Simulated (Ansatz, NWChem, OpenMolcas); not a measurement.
How methods differ on GeS (SMILES [S+]#[Ge-])

GeS has 2 atoms, charge 0, and is taken as a singlet. SMILES: `[S+]#[Ge-]`. The bond length is the measured one.

```xyz
2

S     0.0000    0.0000    0.0000
Ge    0.0000    0.0000    2.0121
```

Each level gives the atomisation enthalpy at 298 K (kJ/mol). The values are calculated. The thermal term (zero-point and 298 K enthalpy, harmonic and unscaled) is that of wB97M-V/def2-TZVPD; the spin-orbit lowering of the free atoms at 298 K, 12.3 kJ/mol by their spectra, is taken off.

**What was measured.** CRC Handbook of Chemistry and Physics; in doubt, as an older value, an estimate or one at odds with other calculations gives the atomisation enthalpy at 298 K of the gas as 557 kJ/mol.

| level | kind | program | value (kJ/mol) | computed − measured | CPU time (all runs) |
| --- | --- | --- | --- | --- | --- |
| PBE/aug-cc-pVTZ | GGA | OpenMolcas | 560 | +3 | 43 s |
| BHLYP/aug-cc-pVTZ | global hybrid | OpenMolcas | 487 | -70 | 37 s |
| r2SCAN0/aug-cc-pVTZ | hybrid meta-GGA | Ansatz | 515 | -42 | 27 s |
| CAM-B3LYP/aug-cc-pVTZ | range-separated hybrid | NWChem | 514 | -43 | 7.8 min |
| wB97M-V/aug-cc-pVTZ | range-separated hybrid | Ansatz | 534 | -23 | 88 s |
| RPA@PBE0/aug-cc-pVTZ | RPA | Ansatz | 501 | -56 | 17 s |
| CCSD(T)/aug-cc-pVTZ | coupled cluster or CI | NWChem | 527 | -30 | 14 min |
| CCSD/aug-cc-pVTZ | coupled cluster or CI | Ansatz | 496 | -61 | 14 s |
| FCI/STO-3G | exact in the basis | Ansatz | 605 | +48 | 0.93 s |

Nearest: PBE/aug-cc-pVTZ (+3 kJ/mol); farthest: BHLYP/aug-cc-pVTZ (-70 kJ/mol). Computed less measured by kind, in kJ/mol (of the ab initio rows, those in aug-cc-pVTZ): GGA +3; global hybrid -70 to -42; range-separated hybrid -43 to -23; RPA -56; coupled cluster or CI -61 to -30. Wave-function methods converge slowly with the basis and bind too weakly in sets of this size; that is part of their error here. The measured heats of formation of B, Si, Al and metal atoms are uncertain by some kJ/mol each. All-electron rows without a relativistic Hamiltonian named are non-relativistic. High-level rows in very small sets aren't better than simpler rows in larger ones. In the correlated wave-function rows the outer d shell of Ge is correlated, in sets not made for it. Times are those of the runs behind each value, whatever else they computed, on shared processors of several kinds: orders of magnitude only.

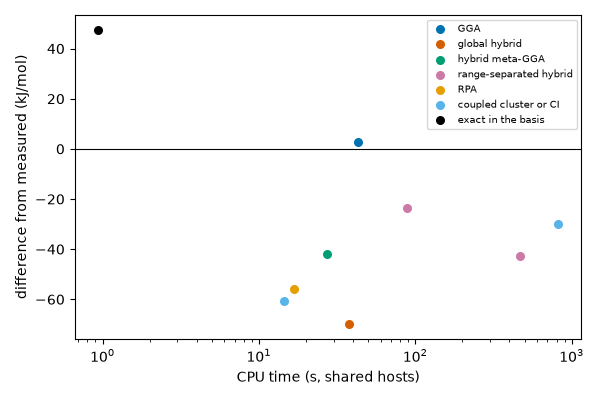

Difference from the measured value against processor time, one point a level.
